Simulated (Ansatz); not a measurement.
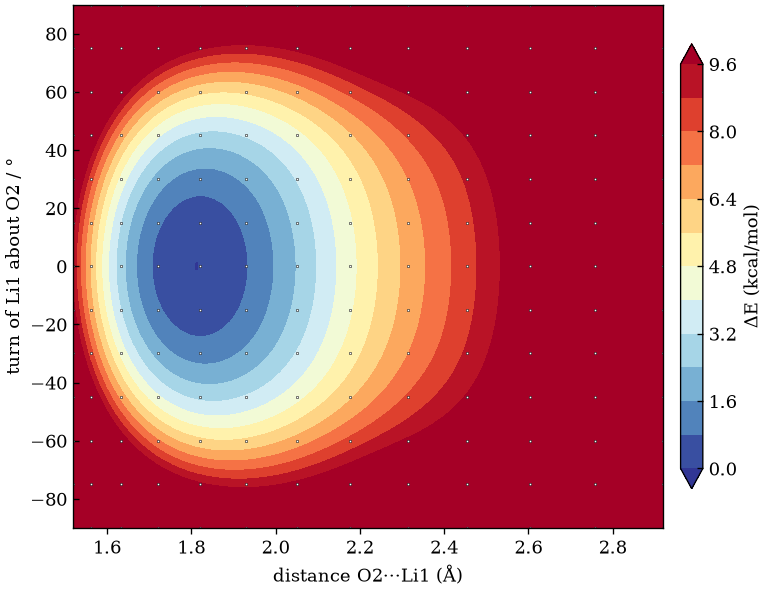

CLiOS, charge +1. The turn is about an axis along (−0.38, −0.92, 0.03) in the frame of the relaxed pair, normal to the line between the partners. Coordinates scanned: (1) distance O2···Li1; (2) turn of Li1 about O2. The grid has 13 × 13 points. Points are written as (first, second). Energies: kcal/mol, counted from the lowest grid point. Computed with RKS B3LYP-D4/def2-TZVPD (Ansatz 0.2.0).

In the figure: filled contours, dots at the grid points, one colour for all values above the top of the scale. Between grid points the surface is interpolated.

> Estimate the position of the minimum and the force constants in these coordinates.

The interpolated minimum is at distance O2···Li1 ≈ 1.808 Å, turn of Li1 about O2 ≈ 0°. The curvatures there are about 5.5 eV/Å² and 0.38 eV/rad², with a cross term of about 0 eV/(Å·rad). Round the minimum the two coordinates are nearly uncoupled. (1 eV is 23.1 kcal/mol.)
